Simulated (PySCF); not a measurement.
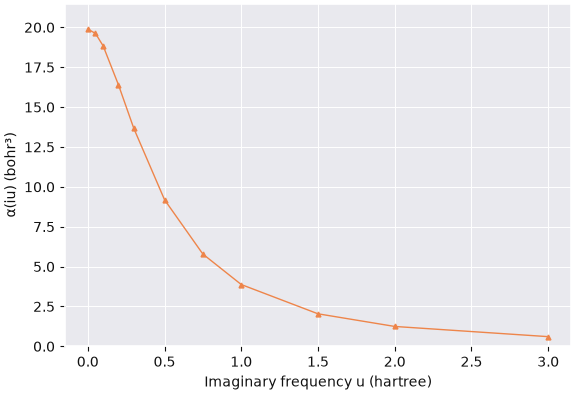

Dipole polarisability at imaginary frequency of an atom or ion with 16 electrons in the configuration [Ne] 3s² 3p⁴. Coupled response at the B97-3 level; PySCF, dyall-av3z, spin-free X2C-1e, unrestricted single determinants, no spin-orbit coupling.

### Which species is it, and what does the curve give?

S I (neutral sulfur). The static dipole polarisability is 19.9 bohr³ (the recommended value is 19.4); α(iu) falls to half of it near u = 0.46 hartree. The Casimir–Polder integral gives C₆ = 137 hartree bohr⁶ for two such species.
